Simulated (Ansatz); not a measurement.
**BHLYP/cc-pVDZ run of C2H2F4 (SMILES FCC(F)(F)F)**

Aim: the electronic atomisation energy of C2H2F4 at BHLYP/cc-pVDZ, from 4 runs. 

The calculation is run with Ansatz 0.2.0.

46 further runs of the same task are left out: 1 that didn't finish, 45 set aside as unsound or not needed.

### 1 Starting point

The species is C2H2F4 (8 atoms), meant as a singlet with charge 0. SMILES: `FCC(F)(F)F`. The shape is that of a PBE0-D4/def2-TZVP optimisation.

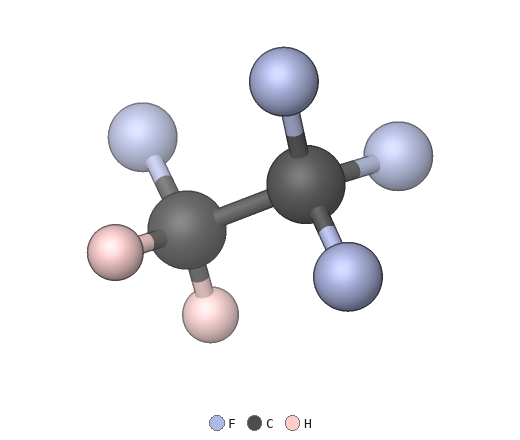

The structure, seen from a chosen angle (fluorine light blue, carbon dark grey, hydrogen pink).

### 2 The energy at BHLYP/cc-pVDZ

job.yaml

```yaml
crystal:
  periodic: [false, false, false]
  atoms:
    - {symbol: F, position_ang: [-0.224600, -1.506500, 0.915200]}
    - {symbol: C, position_ang: [-0.211200, -0.737800, -0.211700]}
    - {symbol: C, position_ang: [0.211200, 0.674300, 0.135500]}
    - {symbol: F, position_ang: [1.434400, 0.711300, 0.662400]}
    - {symbol: F, position_ang: [0.217100, 1.411800, -0.982100]}
    - {symbol: F, position_ang: [-0.624600, 1.243600, 1.002900]}
    - {symbol: H, position_ang: [0.502000, -1.148600, -0.930100]}
    - {symbol: H, position_ang: [-1.212300, -0.705100, -0.647900]}
basis:
  gaussian:
    orbitals: cc-pVDZ
hamiltonian:
  xc: {name: BHLYP}
accuracy: high
output: {orbitals: {seedname: orbitals}}
```

On the command line:

```console
$ ansatz run job.yaml --threads 1 --pin off --max-ram 3480MiB --events-out events.jsonl --progress --plain --runs-dir runs
```

Standard output:

```text
Warning: RAYON_NUM_THREADS=1 ignored (pool sized by the plan → 1); use --threads N
Functional definition: BHLYP
  name "BHLYP"
  parameter a = 0.5
  exchange = (1 - a)*b88_x + a*exact_x
  correlation = lyp_c
2143 factors; integrals over basis functions are off by at most 2.6e-9 eV
mean field evaluation 1: about -12966.1865 eV, gradient 4.2e1 eV
mean field evaluation 2: about -12966.3680 eV, gradient 4.2e1 eV
mean field evaluation 4: about -12968.8983 eV, gradient 1.1e0 eV
mean field evaluation 8: about -12969.4257 eV, gradient 2.1e-1 eV
mean field evaluation 16: about -12969.4258 eV, gradient 1.9e-5 eV
mean field -12969.42576682 eV, -476.6176059383 hartree, gradient 2.6e-8 eV, S^2 0.000000; 0 other end points of the search recorded, 0 dependent functions left out
reference -12969.42578620 eV, -476.6176066505 hartree; 25, 25 occupied and 69, 69 virtual orbitals, 2143 factors
Total energy: -12969.42578620 eV, -476.6176066505 hartree
```

Wall time 11 s (1 thread of Arm Neoverse V1, shared host); peak memory 0.33 GiB.

### 3 The C atom at the same level

job.yaml

```yaml
crystal:
  periodic: [false, false, false]
  atoms:
    - {symbol: C, position_ang: [0.000000, 0.000000, 0.000000]}
basis:
  gaussian:
    orbitals: cc-pVDZ
magnetization:
  spin_polarized: true
  initial_magnetization: 2
hamiltonian:
  xc: {name: BHLYP}
accuracy: high
```

Run the same way, it converges to -37.84127 Eh (log not shown).

### 4 The F atom, same level

molecule.yaml

```yaml
crystal:
  periodic: [false, false, false]
  atoms:
    - {symbol: F, position_ang: [0.000000, 0.000000, 0.000000]}
basis:
  gaussian:
    orbitals: cc-pVDZ
magnetization:
  spin_polarized: true
  initial_magnetization: 1
hamiltonian:
  xc: {name: BHLYP}
accuracy: high
```

Run the same way, it converges to -99.70476 Eh (log not shown).

### 5 The H atom, same level

run.yaml

```yaml
crystal:
  periodic: [false, false, false]
  atoms:
    - {symbol: H, position_ang: [0.000000, 0.000000, 0.000000]}
basis:
  gaussian:
    orbitals: cc-pVDZ
magnetization:
  spin_polarized: true
  initial_magnetization: 1
hamiltonian:
  xc: {name: BHLYP}
accuracy: high
```

On the command line:

```console
$ ansatz run run.yaml --threads 1 --pin off --max-ram 3480MiB --events-out events.jsonl --progress --plain --runs-dir runs
```

Standard output:

```text
Warning: RAYON_NUM_THREADS=1 ignored (pool sized by the plan → 1); use --threads N
[... 5 set-up lines as earlier in the session ...]
15 factors; integrals over basis functions are off by at most 4.6e-8 eV
mean field evaluation 1: about -13.5381 eV, gradient 8.2e-1 eV
mean field evaluation 2: about -13.5466 eV, gradient 1.5e-1 eV
mean field evaluation 4: about -13.5469 eV, gradient 9.6e-5 eV
mean field evaluation 8: about -13.5469 eV, gradient 2.7e-11 eV
mean field -13.54688247 eV, -0.4978387483 hartree, gradient 6.4e-11 eV, S^2 0.750000; 0 other end points of the search recorded, 0 dependent functions left out
reference -13.54689547 eV, -0.4978392260 hartree; 1, 0 occupied and 4, 5 virtual orbitals, 15 factors
Total energy: -13.54689547 eV, -0.4978392260 hartree
```

Run time: 0.12 s. Hardware: 1 thread of Arm Neoverse V1, shared host.

### 6 What came out

At BHLYP/cc-pVDZ:

| quantity | value |
| --- | --- |
| molecule: total energy | -476.61761 Eh |
| molecule: HOMO energy | -12.02 eV |
| molecule: LUMO energy | 2.73 eV |
| molecule: HOMO–LUMO gap | 14.75 eV |
| C atom: total energy | -37.84127 Eh |
| C atom: ⟨S²⟩ | 2.003 |
| F atom: total energy | -99.70476 Eh |
| F atom: ⟨S²⟩ | 0.751 |
| H atom: total energy | -0.49784 Eh |
| H atom: ⟨S²⟩ | 0.750 |
| electronic atomisation energy | 30.486 eV |

What this shows: Taking the molecule apart into free atoms costs 30.49 eV (2941 kJ/mol), before zero-point energy and without spin-orbit coupling.
